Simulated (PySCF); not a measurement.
In(OMe)2(SH), SMILES C[O][In]([SH])[O]C, singlet, PBE0/def2-SVP optimised geometry. Atoms within 1.6 Å of the plane z = 1.5 Å (x, y, z in Å): In1 (0.22, -0.34, 0.00), O2 (-0.72, -2.09, 0.02), C3 (-2.11, -2.23, -0.02), H5 (-2.36, -3.29, 0.16), H6 (-2.64, -1.64, 0.75), O7 (-0.93, 1.29, 0.00), C8 (-0.44, 2.60, 0.04), H10 (-1.30, 3.29, 0.02), H11 (0.13, 2.82, 0.96), S12 (2.61, -0.34, 0.00), H13 (2.64, -1.69, 0.00).

Computed with PBE0/def2-TZVP, def2 effective core potentials past Kr run with PySCF. The core electrons that the potentials of In replace are not part of the density.

Map of the log10 of the electron density (e/bohr³), floored at −4 on the plane z = 1.5 Å:

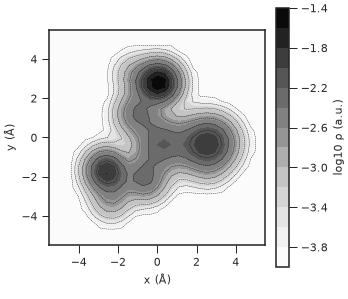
Fig. 1. Log10 of the electron density (e/bohr³), floored at −4 on the plane z = 1.5 Å.
